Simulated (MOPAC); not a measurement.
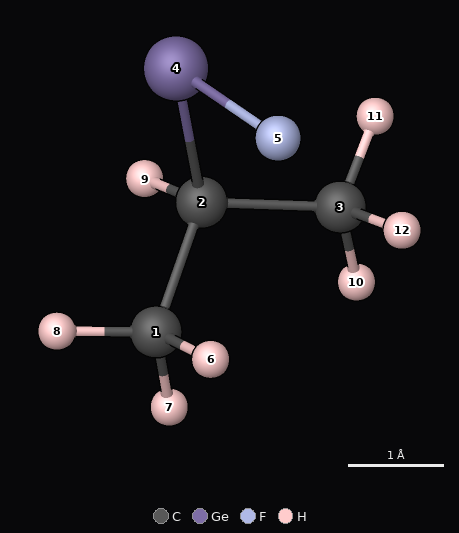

Figure 1. The starting structure (ball-and-stick view, seen at a tilt; atoms are numbered from 1 in the order of the input). Sticks mark near contacts.

## C3H7FGe: geometry relaxation (part 1 of 2)

The run: geometry relaxation of C3H7FGe, SMILES C[CH](C)[Ge][F]. Method and program: PM6-DH2, closed shell, dispersion DH2 (MOPAC 23.2.5).

The atoms were displaced at random from an optimised geometry.

### Input file (c3h7fge.mop)
```
PM6-DH2 GNORM=0.05 PRECISE BONDS CYCLES=300 DISP THREADS=1 AUX(PRECISION=6)
job C3H7FGe

C     -0.766735     0.082083     1.100611
C      0.054190    -0.623611    -0.003342
C      1.232444     0.227707    -0.451300
Ge    -1.128651    -1.036175    -1.557277
F     -1.539462     0.642718    -1.905326
H     -1.165719     1.018229     0.742576
H     -0.116428     0.310231     1.974758
H     -1.587184    -0.522385     1.454143
H      0.427230    -1.548331     0.392964
H      1.900878     0.476877     0.406898
H      1.846138    -0.255529    -1.229642
H      0.904813     1.177728    -0.868267
```

Run as:
```bash
mopac c3h7fge.mop
```

### Log
```
MOPAC v23.2.5
PM6-DH2 CALCULATION RESULTS

 *  PM6-DH2    - CORRECT DISPERSION AND HYDROGEN BOND TERMS USING PM6-DH2
 *  PRECISE    - TIGHTER CRITERIA TO BE USED
 *  THREADS=1  - MULTI-THREADING NOT USED
 *  CYCLES=    - DO A MAXIMUM OF 300 STEPS
 *  GNORM      - EXIT WHEN GRADIENT NORM DROPS BELOW 0.050
 *  AUX        - OUTPUT AUXILIARY INFORMATION
 *  DISP       - PRINT DISPERSION AND HYDROGEN BOND ENERGIES
 *  BONDS      - FINAL BOND-ORDER MATRIX TO BE PRINTED
PM6-DH2 GNORM=0.05 PRECISE BONDS CYCLES=300 DISP THREADS=1 AUX(PRECISION=6)
 job C3H7FGe

   ATOM   CHEMICAL          X               Y               Z
  NUMBER   SYMBOL      (ANGSTROMS)     (ANGSTROMS)     (ANGSTROMS)

     1       C         -0.76673500  *   0.08208300  *   1.10061100  *
     2       C          0.05419000  *  -0.62361100  *  -0.00334200  *
     3       C          1.23244400  *   0.22770700  *  -0.45130000  *
     4      Ge         -1.12865100  *  -1.03617500  *  -1.55727700  *
     5       F         -1.53946200  *   0.64271800  *  -1.90532600  *
     6       H         -1.16571900  *   1.01822900  *   0.74257600  *
     7       H         -0.11642800  *   0.31023100  *   1.97475800  *
     8       H         -1.58718400  *  -0.52238500  *   1.45414300  *
     9       H          0.42723000  *  -1.54833100  *   0.39296400  *
    10       H          1.90087800  *   0.47687700  *   0.40689800  *
    11       H          1.84613800  *  -0.25552900  *  -1.22964200  *
    12       H          0.90481300  *   1.17772800  *  -0.86826700  *

          CARTESIAN COORDINATES

    NO.       ATOM           X           Y           Z

     1         C         -0.7667      0.0821      1.1006
     2         C          0.0542     -0.6236     -0.0033
     3         C          1.2324      0.2277     -0.4513
     4        Ge         -1.1287     -1.0362     -1.5573
     5         F         -1.5395      0.6427     -1.9053
     6         H         -1.1657      1.0182      0.7426
     7         H         -0.1164      0.3102      1.9748
     8         H         -1.5872     -0.5224      1.4541
     9         H          0.4272     -1.5483      0.3930
    10         H          1.9009      0.4769      0.4069
    11         H          1.8461     -0.2555     -1.2296
    12         H          0.9048      1.1777     -0.8683

           Empirical Formula: C3 H7 Ge F  =    12 atoms

      MOLECULAR POINT GROUP   :   C1

      RHF CALCULATION, NO. OF DOUBLY OCCUPIED LEVELS = 15

          Geometry optimization using EF

          *********************************************
          *                                           *
          *                 WARNING                   *
          *                                           *
          *********************************************

          Dispersion parameters missing for Germanium

          *********************************************
          *                                           *
          *              END OF WARNING               *
          *                                           *
          *********************************************

          DIAGONAL MATRIX USED AS START HESSIAN
```

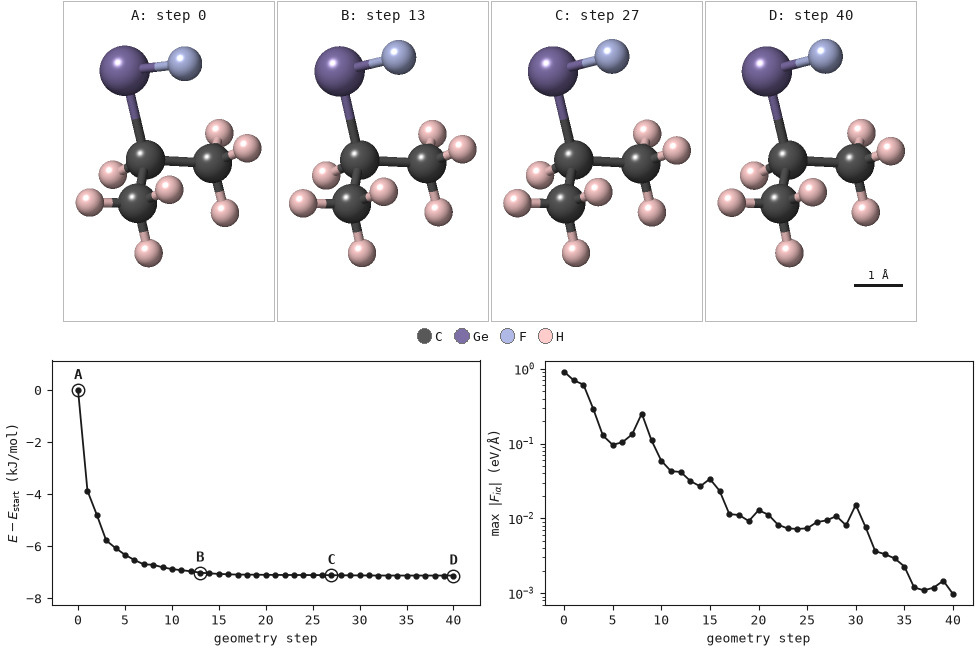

Figure 2. Frames of the relaxation (ball-and-stick view, seen at a tilt) above the curves, on which the letters mark them (steps are counted from 0).

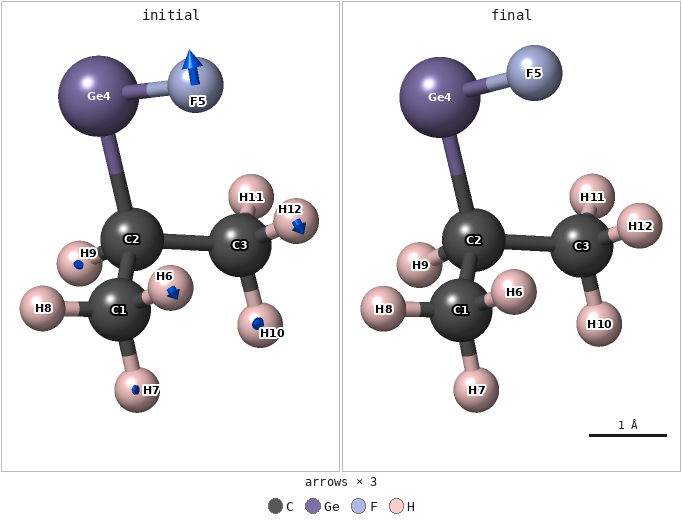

Figure 3. Before (left) and after (right) the relaxation, at one scale (ball-and-stick view, seen at a tilt). The blue arrows give the displacements, magnified 3 times. After 40 geometry steps the energy has fallen by 7.12 kJ/mol. Largest force component: 0.92 eV/Å at the start, 0.00097 eV/Å at the end. The largest move after the best rigid fit is that of F5, 0.16 Å. Largest moves by element: F 0.16 Å, H 0.07 Å, Ge 0.02 Å, C 0.02 Å. Among the contacts that change: C2–H9 1.073 → 1.117 Å, C1–H6 1.079 → 1.099 Å, C1–C2 1.546 → 1.527 Å, C3–H10 1.116 → 1.099 Å. Among the angles that change: C2–Ge4–F5 95.4° → 100.8°. (Atoms are counted from 1 in the order of the input.)

```
 CYCLE:     1 TIME:   0.000 TIME LEFT:  2.00D  GRAD.:    46.785 HEAT: -55.49797
 CYCLE:     2 TIME:   0.008 TIME LEFT:  2.00D  GRAD.:    25.175 HEAT: -56.42110
 CYCLE:     3 TIME:   0.000 TIME LEFT:  2.00D  GRAD.:    26.126 HEAT: -56.64270
 CYCLE:     4 TIME:   0.008 TIME LEFT:  2.00D  GRAD.:    12.347 HEAT: -56.87757
 CYCLE:     5 TIME:   0.000 TIME LEFT:  2.00D  GRAD.:     7.932 HEAT: -56.94744
 CYCLE:     6 TIME:   0.008 TIME LEFT:  2.00D  GRAD.:     5.503 HEAT: -57.00891
 CYCLE:     7 TIME:   0.000 TIME LEFT:  2.00D  GRAD.:     5.510 HEAT: -57.05650
 CYCLE:     8 TIME:   0.000 TIME LEFT:  2.00D  GRAD.:     6.950 HEAT: -57.09646
 CYCLE:     9 TIME:   0.008 TIME LEFT:  2.00D  GRAD.:     9.315 HEAT: -57.10063
 CYCLE:    10 TIME:   0.000 TIME LEFT:  2.00D  GRAD.:     5.921 HEAT: -57.12333
 CYCLE:    11 TIME:   0.000 TIME LEFT:  2.00D  GRAD.:     4.001 HEAT: -57.14032
 CYCLE:    12 TIME:   0.008 TIME LEFT:  2.00D  GRAD.:     2.497 HEAT: -57.14978
 CYCLE:    13 TIME:   0.000 TIME LEFT:  2.00D  GRAD.:     2.456 HEAT: -57.16030
 CYCLE:    14 TIME:   0.000 TIME LEFT:  2.00D  GRAD.:     2.346 HEAT: -57.17266
 CYCLE:    15 TIME:   0.008 TIME LEFT:  2.00D  GRAD.:     1.861 HEAT: -57.17942
 CYCLE:    16 TIME:   0.000 TIME LEFT:  2.00D  GRAD.:     1.842 HEAT: -57.18415
 CYCLE:    17 TIME:   0.000 TIME LEFT:  2.00D  GRAD.:     1.248 HEAT: -57.18819
 CYCLE:    18 TIME:   0.000 TIME LEFT:  2.00D  GRAD.:     0.665 HEAT: -57.19065
 CYCLE:    19 TIME:   0.008 TIME LEFT:  2.00D  GRAD.:     0.533 HEAT: -57.19112
 CYCLE:    20 TIME:   0.000 TIME LEFT:  2.00D  GRAD.:     0.570 HEAT: -57.19175
 CYCLE:    21 TIME:   0.000 TIME LEFT:  2.00D  GRAD.:     0.663 HEAT: -57.19295
 CYCLE:    22 TIME:   0.008 TIME LEFT:  2.00D  GRAD.:     0.558 HEAT: -57.19349
 CYCLE:    23 TIME:   0.000 TIME LEFT:  2.00D  GRAD.:     0.433 HEAT: -57.19408
 CYCLE:    24 TIME:   0.000 TIME LEFT:  2.00D  GRAD.:     0.409 HEAT: -57.19446
 CYCLE:    25 TIME:   0.008 TIME LEFT:  2.00D  GRAD.:     0.371 HEAT: -57.19472
 CYCLE:    26 TIME:   0.000 TIME LEFT:  2.00D  GRAD.:     0.381 HEAT: -57.19501
 CYCLE:    27 TIME:   0.000 TIME LEFT:  2.00D  GRAD.:     0.473 HEAT: -57.19546
 CYCLE:    28 TIME:   0.008 TIME LEFT:  2.00D  GRAD.:     0.604 HEAT: -57.19613
 CYCLE:    29 TIME:   0.000 TIME LEFT:  2.00D  GRAD.:     0.692 HEAT: -57.19706
 CYCLE:    30 TIME:   0.000 TIME LEFT:  2.00D  GRAD.:     0.520 HEAT: -57.19761
 CYCLE:    31 TIME:   0.000 TIME LEFT:  2.00D  GRAD.:     0.822 HEAT: -57.19828
 CYCLE:    32 TIME:   0.008 TIME LEFT:  2.00D  GRAD.:     0.434 HEAT: -57.19882
 CYCLE:    33 TIME:   0.000 TIME LEFT:  2.00D  GRAD.:     0.164 HEAT: -57.19911
 CYCLE:    34 TIME:   0.000 TIME LEFT:  2.00D  GRAD.:     0.152 HEAT: -57.19931
 CYCLE:    35 TIME:   0.008 TIME LEFT:  2.00D  GRAD.:     0.142 HEAT: -57.19939
 CYCLE:    36 TIME:   0.000 TIME LEFT:  2.00D  GRAD.:     0.106 HEAT: -57.19946
 CYCLE:    37 TIME:   0.000 TIME LEFT:  2.00D  GRAD.:     0.064 HEAT: -57.19945
 CYCLE:    38 TIME:   0.008 TIME LEFT:  2.00D  GRAD.:     0.060 HEAT: -57.19949
 CYCLE:    39 TIME:   0.000 TIME LEFT:  2.00D  GRAD.:     0.059 HEAT: -57.19950
 CYCLE:    40 TIME:   0.000 TIME LEFT:  2.00D  GRAD.:     0.074 HEAT: -57.19945
 CYCLE:    41 TIME:   0.008 TIME LEFT:  2.00D  GRAD.:     0.045 HEAT: -57.19950

     GRADIENT =  0.04459 IS LESS THAN CUTOFF =  0.05000

 -------------------------------------------------------------------------------
 PM6-DH2 GNORM=0.05 PRECISE BONDS CYCLES=300 DISP THREADS=1 AUX(PRECISION=6)
 job C3H7FGe

     GEOMETRY OPTIMISED USING EIGENVECTOR FOLLOWING (EF).
     SCF FIELD WAS ACHIEVED

                              PM6-DH2 CALCULATION

          FINAL HEAT OF FORMATION =        -57.19950 KCAL/MOL =    -239.32273 KJ/MOL

          TOTAL ENERGY            =     -23391.98361 KCAL/MOL = ELECTRONIC ENERGY + CORE-CORE REPULSION
          ENERGY OF ATOMS         =      23335.21822 KCAL/MOL
                              SUM =        -56.76539 KCAL/MOL
          DISPERSION ENERGY       =         -0.43412 KCAL/MOL
                              SUM =        -57.19950 KCAL/MOL = FINAL HEAT OF FORMATION

          TOTAL ENERGY            =      -1014.37242 EV
          ELECTRONIC ENERGY       =      -3145.20754 EV
          CORE-CORE REPULSION     =       2130.83512 EV
          COSMO AREA              =        134.47 SQUARE ANGSTROMS
          COSMO VOLUME            =        131.61 CUBIC ANGSTROMS

          GRADIENT NORM           =          0.04459          =       0.01287 PER ATOM
          IONIZATION POTENTIAL    =          8.174258 EV
          HOMO LUMO ENERGIES (EV) =         -8.174 -0.924
          NO. OF FILLED LEVELS    =         15
          MOLECULAR WEIGHT        =        134.6767         POINT GROUP:  C1

          MOLECULAR DIMENSIONS (Angstroms)

            Atom       Atom       Distance
            H    11    H     8     4.36092
            F     5    H    10     4.09911
            H     9    H    12     2.67167

          SCF CALCULATIONS        =         46

          WALL-CLOCK TIME         =      0.117 SECONDS
          COMPUTATION TIME        =      0.114 SECONDS

   ATOM   CHEMICAL          X               Y               Z
  NUMBER   SYMBOL      (ANGSTROMS)     (ANGSTROMS)     (ANGSTROMS)

     1       C         -0.74055510  *   0.06699944  *   1.11860645  *
     2       C          0.05466245  *  -0.61558590  *   0.00860151  *
     3       C          1.24441031  *   0.23194864  *  -0.43383569  *
     4      Ge         -1.12906302  *  -1.01140279  *  -1.53913824  *
     5       F         -1.59648483  *   0.61636903  *  -2.02272237  *
     6       H         -1.12951109  *   1.04671153  *   0.80867999  *
     7       H         -0.10398858  *   0.25391117  *   1.99436578  *
     8       H         -1.58492742  *  -0.53631916  *   1.46769061  *
     9       H          0.44647137  *  -1.58260080  *   0.40655253  *
    10       H          1.92850505  *   0.41179438  *   0.40670682  *
    11       H          1.83477888  *  -0.24537206  *  -1.22276406  *
    12       H          0.93615203  *   1.22258565  *  -0.79568846  *

                             CARTESIAN COORDINATES

   1    C       -0.740555095     0.066999444     1.118606451
   2    C        0.054662447    -0.615585898     0.008601514
   3    C        1.244410305     0.231948637    -0.433835688
   4   Ge       -1.129063020    -1.011402794    -1.539138245
   5    F       -1.596484833     0.616369033    -2.022722367
   6    H       -1.129511090     1.046711533     0.808679986
   7    H       -0.103988584     0.253911170     1.994365779
   8    H       -1.584927420    -0.536319161     1.467690615
   9    H        0.446471373    -1.582600800     0.406552532
  10    H        1.928505052     0.411794385     0.406706822
  11    H        1.834778880    -0.245372061    -1.222764058
  12    H        0.936152030     1.222585647    -0.795688463

           Empirical Formula: C3 H7 Ge F  =    12 atoms

      MOLECULAR POINT GROUP   :   C1

                  EIGENVALUES
 -37.40293 -27.49364 -24.08616 -19.82435 -16.33360 -15.13315 -14.34602 -13.95058
 -13.72519 -13.65866 -12.99203 -12.06275 -11.92287 -11.06866  -8.17426  -0.92447
   1.38427   2.23010   4.40681   4.82686   5.84202   5.93982   5.94562   6.06108
   6.43917   6.90534   7.00280

              NET ATOMIC CHARGES AND DIPOLE CONTRIBUTIONS

  ATOM NO.   TYPE          CHARGE      No. of ELECS.   s-Pop       p-Pop
    1          C          -0.447741        4.4477     1.07892     3.36882
    2          C          -0.332128        4.3321     1.11369     3.21844
    3          C          -0.446926        4.4469     1.07886     3.36807
    4         Ge           0.764277        3.2357     1.79284     1.44288
    5          F          -0.521087        7.5211     1.96238     5.55871
    6          H           0.154843        0.8452     0.84516
    7          H           0.144042        0.8560     0.85596
    8          H           0.130586        0.8694     0.86941
    9          H           0.124974        0.8750     0.87503
   10          H           0.143329        0.8567     0.85667
   11          H           0.130500        0.8695     0.86950
   12          H           0.155329        0.8447     0.84467
 DIPOLE           X         Y         Z       TOTAL
 POINT-CHG.     0.223    -4.206    -0.010     4.212
 HYBRID         0.950     2.195     1.381     2.762
 SUM            1.173    -2.011     1.371     2.702

          ATOMIC ORBITAL ELECTRON POPULATIONS

     Atom    s        px        py        pz
    1  C   1.07892   1.12673   1.14560   1.09649
    2  C   1.11369   1.05224   1.05600   1.11020
    3  C   1.07886   1.08162   1.13513   1.15132
    4 Ge   1.79284   0.33124   0.60458   0.50706
    5  F   1.96238   1.92433   1.69972   1.93466
    6  H   0.84516
    7  H   0.85596
    8  H   0.86941
    9  H   0.87503
   10  H   0.85667
   11  H   0.86950
   12  H   0.84467

          BONDING CONTRIBUTION OF EACH M.O.

  0.1717  1.9972  2.0240  1.8794  1.3046  1.8698  0.8743  1.4404  0.7095  0.8554
  1.8618  1.9999  1.7595  1.3615  1.0877 -0.3475 -1.2774 -1.8878 -1.9663 -1.9875
 -1.9688 -1.9719 -1.9737 -1.9673 -1.9871 -1.9359 -1.9255

            (VALENCIES)   BOND ORDERS

     1  C     (3.936)     2  C 0.996     8  H 0.975     7  H 0.970     6  H 0.969     4 Ge 0.016

     2  C     (3.906)     3  C 0.997     1  C 0.996     9  H 0.966     4 Ge 0.929     5  F 0.016

     3  C     (3.936)     2  C 0.997    11  H 0.975    10  H 0.970    12  H 0.969     4 Ge 0.015

     4 Ge     (1.761)     2  C 0.929     5  F 0.777     1  C 0.016     3  C 0.015

     5  F     (0.798)     4 Ge 0.777     2  C 0.016

     6  H     (0.976)     1  C 0.969

     7  H     (0.979)     1  C 0.970

     8  H     (0.983)     1  C 0.975

     9  H     (0.984)     2  C 0.966

    10  H     (0.979)     3  C 0.970

    11  H     (0.983)     3  C 0.975

    12  H     (0.976)     3  C 0.969

 *                    *
 * JOB ENDED NORMALLY *
 *                    *

 TOTAL JOB TIME:             0.12 SECONDS

 == MOPAC DONE ==
```

### Trajectory as extended XYZ (Å, eV, eV/Å), 18 of the 41 frames kept, from step=0 to step=40
```
12
Properties=species:S:1:pos:R:3:forces:R:3 step=0 energy=-2.40662
C    -0.7667    0.0821    1.1006    0.8567  -0.3206  -0.1494
C     0.0542   -0.6236   -0.0033   -0.5629   0.6551   0.0365
C     1.2324    0.2277   -0.4513    0.4013  -0.0008   0.0877
Ge   -1.1287   -1.0362   -1.5573    0.0722   0.2646   0.1311
F    -1.5395    0.6427   -1.9053   -0.1655  -0.0533  -0.2230
H    -1.1657    1.0182    0.7426   -0.1664   0.4931  -0.0385
H    -0.1164    0.3102    1.9748   -0.2395  -0.0736  -0.3027
H    -1.5872   -0.5224    1.4541   -0.2549  -0.2255   0.1715
H     0.4272   -1.5483    0.3930    0.3913  -0.9178   0.4508
H     1.9009    0.4769    0.4069   -0.2518  -0.1636  -0.3636
H     1.8461   -0.2555   -1.2296   -0.0488   0.0085   0.2421
H     0.9048    1.1777   -0.8683   -0.0316   0.3340  -0.0423
12
Properties=species:S:1:pos:R:3:forces:R:3 step=2 energy=-2.45626
C    -0.7540    0.0728    1.1003   -0.2658  -0.1163  -0.2835
C     0.0449   -0.6307    0.0022    0.2941   0.2424   0.0088
C     1.2367    0.2336   -0.4616   -0.4160  -0.2199   0.6151
Ge   -1.1254   -1.0251   -1.5481    0.0189   0.0547   0.0247
F    -1.5487    0.6391   -1.9318   -0.1351   0.0307  -0.1651
H    -1.1700    1.0329    0.7578    0.0293  -0.0178   0.0316
H    -0.1234    0.3021    1.9544    0.1598   0.0377   0.2346
H    -1.5933   -0.5376    1.4673    0.1249   0.0649  -0.0225
H     0.4365   -1.5849    0.4190    0.0825  -0.0180   0.0049
H     1.8953    0.4676    0.3933   -0.0891  -0.0460  -0.1069
H     1.8453   -0.2581   -1.2029    0.2169  -0.1842  -0.2735
H     0.9050    1.1935   -0.8607   -0.0204   0.1717  -0.0683
```
